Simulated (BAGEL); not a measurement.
**C2H5BClF (SMILES BC(F)CCl), step by step**

We compute a single-point energy (HF/def2-SV(P)), then a single-point energy (NEVPT2(2,2)/def2-SV(P)), then a single-point energy (CASPT2(2,2)/def2-SV(P)) of C2H5BClF. 

The calculation is run with BAGEL 1.2.2.

### Step 1. The structure to begin with

C2H5BClF: 10 atoms, total charge 0, spin state singlet. As SMILES, `BC(F)CCl`. The C4–H10 distance was set to 2.069 Å, away from the relaxed value. At this shape a bond of the SMILES string is far longer than usual.

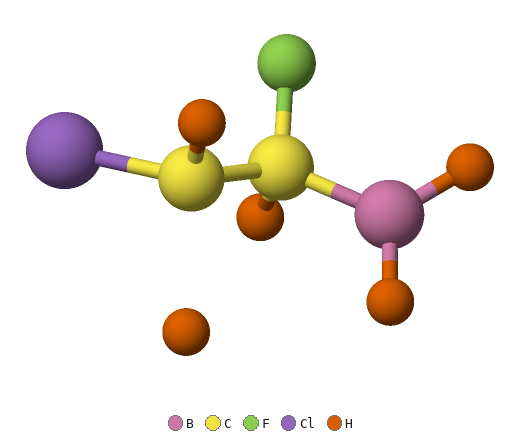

The structure, seen from a chosen angle (boron pink, carbon yellow, fluorine green, chlorine purple, hydrogen orange).

### Step 2. The energy at HF/def2-SV(P) (density fitting with svp-jkfit) (run 1)

Input file hf.json:

```json
{ "bagel": [

{
  "title": "molecule",
  "basis": "def2-sv_p_.json",
  "df_basis": "svp-jkfit",
  "angstrom": true,
  "geometry": [
    { "atom": "B", "xyz": [      -1.034256,      -1.141800,       0.555511 ] },
    { "atom": "C", "xyz": [       0.453844,      -0.926900,       0.963211 ] },
    { "atom": "F", "xyz": [       0.795244,      -1.510400,       2.172711 ] },
    { "atom": "C", "xyz": [       0.930244,       0.504800,       0.936711 ] },
    { "atom": "Cl", "xyz": [       2.703644,       0.637700,       1.043011 ] },
    { "atom": "H", "xyz": [      -1.735356,      -1.880900,       1.173611 ] },
    { "atom": "H", "xyz": [      -1.432456,      -0.602400,      -0.433889 ] },
    { "atom": "H", "xyz": [       1.003444,      -1.476300,       0.171611 ] },
    { "atom": "H", "xyz": [       0.523444,       1.061700,       1.780411 ] },
    { "atom": "H", "xyz": [       0.349800,       1.412800,      -0.829700 ] }
  ]
},

{ "title": "hf" },

{ "title": "print", "file": "orbitals.molden", "orbitals": true }

]}
```

The basis set def2-SV(P) is read from a file made from the Basis Set Exchange's data (not shown).

Run with:

```bash
$ BAGEL_NUM_THREADS=1 BAGEL hf.json > hf.out
```

The program printed:

```text
* using 1 threads per process

  ===============================================================
  ===============================================================

  *** Geometry ***

  { "atom" : "B", "xyz" : [     -1.954461,     -2.157689,      1.049764 ] },
  { "atom" : "C", "xyz" : [      0.857641,     -1.751587,      1.820205 ] },
  { "atom" : "F", "xyz" : [      1.502793,     -2.854242,      4.105829 ] },
  { "atom" : "C", "xyz" : [      1.757906,      0.953934,      1.770127 ] },
  { "atom" : "Cl", "xyz" : [      5.109147,      1.205078,      1.971005 ] },
  { "atom" : "H", "xyz" : [     -3.279348,     -3.554386,      2.217803 ] },
  { "atom" : "H", "xyz" : [     -2.706950,     -1.138371,     -0.819931 ] },
  { "atom" : "H", "xyz" : [      1.896234,     -2.789803,      0.324298 ] },
  { "atom" : "H", "xyz" : [      0.989166,      2.006322,      3.364489 ] },
  { "atom" : "H", "xyz" : [      0.661026,      2.669805,     -1.567906 ] },

  Number of auxiliary basis functions:      520

  Since a DF basis is specified, we compute 2- and 3-index integrals:
    o Being stored without compression. Storage requirement is 0.029 GB

  Number of basis functions:       84
  Number of electrons      :       48

    * METHOD: MOLECULE                             0.28

  *** RHF ***

  === Nuclear Repulsion ===
   205.4817698434

      * DIIS with orbital gradients will be used.

  === RHF iteration (def2-sv_p_.json) ===
      0       -661.60353771          0.01380121           0.07
      1       -661.72408143          0.00733759           0.07
      2       -661.75454534          0.00183511           0.07
      3       -661.75759179          0.00040199           0.07
      4       -661.75776684          0.00015318           0.07
      5       -661.75779827          0.00005397           0.07
      6       -661.75780244          0.00002522           0.07
      7       -661.75780311          0.00000691           0.07
      8       -661.75780316          0.00000239           0.07
      9       -661.75780317          0.00000109           0.07
     10       -661.75780317          0.00000040           0.07
     11       -661.75780317          0.00000016           0.07
     12       -661.75780317          0.00000008           0.07
     13       -661.75780317          0.00000004           0.07
     14       -661.75780317          0.00000001           0.07
     15       -661.75780317          0.00000001           0.07
    * SCF iteration converged.

    * Permanent dipole moment:
           (    0.619383,    -0.047910,     0.330073) a.u.

    * METHOD: HF                                   1.35

    * METHOD: PRINT                                0.02

  ===============================================================
```

Wall time 1.8 s (1 thread of Arm Neoverse V1, shared host).

### Step 3. The energy at NEVPT2(2,2)/def2-SV(P) (density fitting with svp-jkfit) (run 2)

Input file input.json:

```json
{ "bagel" : [

{
  "title" : "molecule",
  "basis" : "def2-sv_p_.json",
  "df_basis" : "svp-jkfit",
  "angstrom" : true,
  "geometry" : [
    { "atom" : "B", "xyz" : [      -1.034256,      -1.141800,       0.555511 ] },
    { "atom" : "C", "xyz" : [       0.453844,      -0.926900,       0.963211 ] },
    { "atom" : "F", "xyz" : [       0.795244,      -1.510400,       2.172711 ] },
    { "atom" : "C", "xyz" : [       0.930244,       0.504800,       0.936711 ] },
    { "atom" : "Cl", "xyz" : [       2.703644,       0.637700,       1.043011 ] },
    { "atom" : "H", "xyz" : [      -1.735356,      -1.880900,       1.173611 ] },
    { "atom" : "H", "xyz" : [      -1.432456,      -0.602400,      -0.433889 ] },
    { "atom" : "H", "xyz" : [       1.003444,      -1.476300,       0.171611 ] },
    { "atom" : "H", "xyz" : [       0.523444,       1.061700,       1.780411 ] },
    { "atom" : "H", "xyz" : [       0.349800,       1.412800,      -0.829700 ] }
  ]
},

{ "title" : "hf" },

{ "title" : "nevpt2", "nstate" : 1, "nact" : 2, "nclosed" : 23, "active" : [24, 25], "maxiter" : 200, "natocc" : true, "ncore" : 9 },

{ "title" : "print", "file" : "orbitals.molden", "orbitals" : true }

]}
```

The basis set def2-SV(P) is read from a file made from the Basis Set Exchange's data (not shown).

Run with:

```bash
$ BAGEL_NUM_THREADS=1 BAGEL input.json > input.out
```

The program printed:

```text
* using 1 threads per process

  ===============================================================
  ===============================================================

  *** Geometry ***

  { "atom" : "B", "xyz" : [     -1.954461,     -2.157689,      1.049764 ] },
  { "atom" : "C", "xyz" : [      0.857641,     -1.751587,      1.820205 ] },
  { "atom" : "F", "xyz" : [      1.502793,     -2.854242,      4.105829 ] },
[... 6 lines of this table left out ...]
  { "atom" : "H", "xyz" : [      0.661026,      2.669805,     -1.567906 ] },

  Number of auxiliary basis functions:      520

  Since a DF basis is specified, we compute 2- and 3-index integrals:
    o Being stored without compression. Storage requirement is 0.029 GB

  Number of basis functions:       84
  Number of electrons      :       48

    * METHOD: MOLECULE                             0.27

  *** RHF ***

  === Nuclear Repulsion ===
   205.4817698434

      * DIIS with orbital gradients will be used.

  === RHF iteration (def2-sv_p_.json) ===
      0       -661.60353771          0.01380121           0.07
      1       -661.72408143          0.00733759           0.07
      2       -661.75454534          0.00183511           0.07
[... 12 lines of this table left out ...]
     15       -661.75780317          0.00000001           0.07
    * SCF iteration converged.

    * Permanent dipole moment:
           (    0.619383,    -0.047910,     0.330073) a.u.

    * METHOD: HF                                   1.32

    * freezing 9 orbitals
  ---------------------------
      CASSCF calculation
  ---------------------------

    ==== Active orbitals : =====
         Orbital 24
         Orbital 25
    ============================

    * nstate   :      1
    * nclosed  :     23
    * nact     :      2
    * nvirt    :     59
  === CASSCF iteration (def2-sv_p_.json) ===

    * Using the second-order algorithm

      0  0      -661.78407690     3.08e-03      0.02

      1  0      -661.81511057     1.81e-03      0.38
[... 19 lines of this table left out ...]
     11  0      -661.81863177     2.92e-09      0.31

    * Second-order optimization converged. *

     guess   0:   closed 1.                   open ..

  === FCI iteration ===

      0  0      -661.75263984     8.72e-02      0.00
      1  0      -661.81852376     3.40e-03      0.00
      2  0 *    -661.81863177     5.41e-16      0.00

     * ci vector, state   0, <S^2> = 0.0000
       2.     0.9352805469
       .2    -0.3539071893

  === DF-NEVPT2 calculation ===

    * 3-index integral transformation done
    * assembly done

      NEVPT2 correlation energy:   -0.6201252540      0.21

          (+0)     -0.5662712860
          (+0)'    -0.0121607113
          (+1)     -0.0128252827
          (+1)'    -0.0000000000
          (+2)     -0.0002707833
          (-1)     -0.0273938393
          (-1)'     0.0000000000
          (-2)     -0.0012033514

      NEVPT2 total energy:       -662.4387570205

    * METHOD: NEVPT2                               4.60

    * METHOD: PRINT                                0.02

  ===============================================================
```

Run time: 6.6 s. Hardware: 1 thread of Arm Neoverse V1, shared host.

### Step 4. The energy at CASPT2(2,2)/def2-SV(P) (density fitting with svp-jkfit) (run 3)

Input file job.json:

```json
{ "bagel": [

{
  "title": "molecule",
  "basis": "def2-sv_p_.json",
  "df_basis": "svp-jkfit",
  "angstrom": true,
  "geometry": [
    { "atom": "B", "xyz": [   -1.034256,   -1.141800,    0.555511 ] },
    { "atom": "C", "xyz": [    0.453844,   -0.926900,    0.963211 ] },
    { "atom": "F", "xyz": [    0.795244,   -1.510400,    2.172711 ] },
    { "atom": "C", "xyz": [    0.930244,    0.504800,    0.936711 ] },
    { "atom": "Cl", "xyz": [    2.703644,    0.637700,    1.043011 ] },
    { "atom": "H", "xyz": [   -1.735356,   -1.880900,    1.173611 ] },
    { "atom": "H", "xyz": [   -1.432456,   -0.602400,   -0.433889 ] },
    { "atom": "H", "xyz": [    1.003444,   -1.476300,    0.171611 ] },
    { "atom": "H", "xyz": [    0.523444,    1.061700,    1.780411 ] },
    { "atom": "H", "xyz": [    0.349800,    1.412800,   -0.829700 ] }
  ]
},
{
  "title": "hf"
},
{
  "title": "casscf",
  "nstate": 1,
  "nact": 2,
  "nclosed": 23,
  "active": [24, 25],
  "maxiter": 200,
  "natocc": true
},
{
  "title": "print",
  "file": "orbitals.molden",
  "orbitals": true
},
{
  "title": "smith",
  "method": "caspt2",
  "ms": true,
  "xms": true,
  "sssr": true,
  "shift": 0.2,
  "shift_imag": true,
  "ncore": 9
}

]}
```

The basis set def2-SV(P) is read from a file made from the Basis Set Exchange's data (not shown).

Run with:

```bash
$ BAGEL_NUM_THREADS=1 BAGEL job.json > job.out
```

The program printed:

```text
* using 1 threads per process

  ===============================================================
  ===============================================================

  *** Geometry ***

  { "atom" : "B", "xyz" : [     -1.954461,     -2.157689,      1.049764 ] },
  { "atom" : "C", "xyz" : [      0.857641,     -1.751587,      1.820205 ] },
  { "atom" : "F", "xyz" : [      1.502793,     -2.854242,      4.105829 ] },
[... 6 lines of this table left out ...]
  { "atom" : "H", "xyz" : [      0.661026,      2.669805,     -1.567906 ] },

  Number of auxiliary basis functions:      520

  Since a DF basis is specified, we compute 2- and 3-index integrals:
    o Being stored without compression. Storage requirement is 0.029 GB

  Number of basis functions:       84
  Number of electrons      :       48

    * METHOD: MOLECULE                             0.27

  *** RHF ***

  === Nuclear Repulsion ===
   205.4817698434

      * DIIS with orbital gradients will be used.

[... 6 lines left out ...]
    * SCF iteration converged.
[... 1 line left out ...]
    * Permanent dipole moment:
[... 27 lines left out ...]
    * Second-order optimization converged. *
[... 9 lines left out ...]
     * ci vector, state   0, <S^2> = 0.0000
[... 16 lines left out ...]
    * Zeroth order energy : state  0       -0.6365330362

    * CASPT2 iteration is performed using orthogonal basis

      -------------------------------------------  CASPT2 iteration  ---------------------------------------------------
       #      aibj      arbs      arbi      airj      risj      airs      arst      rist         Etot      error   time
      ------------------------------------------------------------------------------------------------------------------

       0  -0.56456  -0.00156  -0.02903  -0.01401  -0.00041  -0.01183  -0.00000  -0.00000   -0.6214028  0.0007385   0.11
       1  -0.56463  -0.00157  -0.02908  -0.01409  -0.00043  -0.01196  -0.00000  -0.00000   -0.6217599  0.0000973   0.09
       2  -0.56463  -0.00157  -0.02908  -0.01409  -0.00043  -0.01196  -0.00000  -0.00000   -0.6217667  0.0000169   0.09
       3  -0.56463  -0.00157  -0.02908  -0.01409  -0.00043  -0.01197  -0.00000  -0.00000   -0.6217669  0.0000032   0.10
       4  -0.56463  -0.00157  -0.02908  -0.01409  -0.00043  -0.01197   0.00000  -0.00000   -0.6217669  0.0000005   0.10

      ------------------------------------------------------------------------------------------------------------------

    * CASPT2 energy : state  0     -662.4433400758
        w/o shift correction       -662.4403986476
        reference weight              0.8361578266

    * METHOD: SMITH                                0.76

  ===============================================================
```

It took 6.9 s on 1 thread of Arm Neoverse V1, shared host; peak memory 0.22 GiB.

### Step 5. Results

| quantity | value |
| --- | --- |
| run 1, HF/def2-SV(P): total energy | -661.75780 Eh |
| run 1, HF/def2-SV(P): dipole moment | 1.79 D |
| run 1, HF/def2-SV(P): HOMO energy | -10.22 eV |
| run 1, HF/def2-SV(P): LUMO energy | 0.69 eV |
| run 1, HF/def2-SV(P): HOMO–LUMO gap | 10.91 eV |
| run 2, NEVPT2(2,2)/def2-SV(P): total energy | -662.43876 Eh |
| run 3, CASPT2(2,2)/def2-SV(P): total energy | -662.44334 Eh |
